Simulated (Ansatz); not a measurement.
Antiferromagnetic (type II) rock-salt NiO, treated with rVV10 in Ansatz (PAW).

Settings: plane-wave cutoff 520 eV, 14×14×14 k mesh, Fermi–Dirac smearing 0.01 eV, spin-polarised with opposed moments, scalar-relativistic PAW data made under PBE.

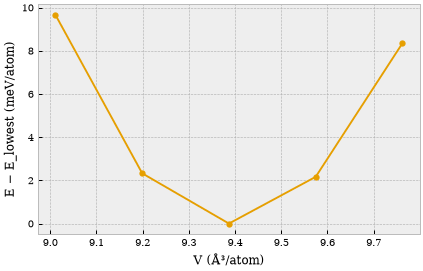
Fig. 1. Total energy against volume

**Question.** From the curve, estimate the equilibrium volume and the bulk modulus.

**Answer.** V0 ≈ 9.4 Å³/atom and B0 ≈ 190 GPa; the fit gives V0 = 9.387 Å³/atom, B0 = 191 GPa, B′ = 4.5.

Shape and atoms are relaxed at each volume.

Measured, for comparison: bulk modulus 192 ± 7 GPa (room temperature, no zero-point or thermal correction, equation of state from high-pressure X-ray diffraction, our sources range from 174 to 209; as tabulated in Gavriliuk et al., The first-order structural transition in NiO at high …); equilibrium volume per atom 9.07 Å³/atom (5 K, zero-point motion not removed, pseudo-cubic cell; as tabulated in Yang et al. (2022), arXiv:2205.02972). Computed (rounded) less measured: bulk modulus not scored (sources differ), equilibrium volume per atom +3.5 %.

Note: without U or exact exchange, gaps and moments of open d shells tend to come out too small; the bulk modulus comes from volumes at which shape and atoms were relaxed.

The computed numbers hold no vibrational or temperature effects.

Ansatz is a first-principles code.
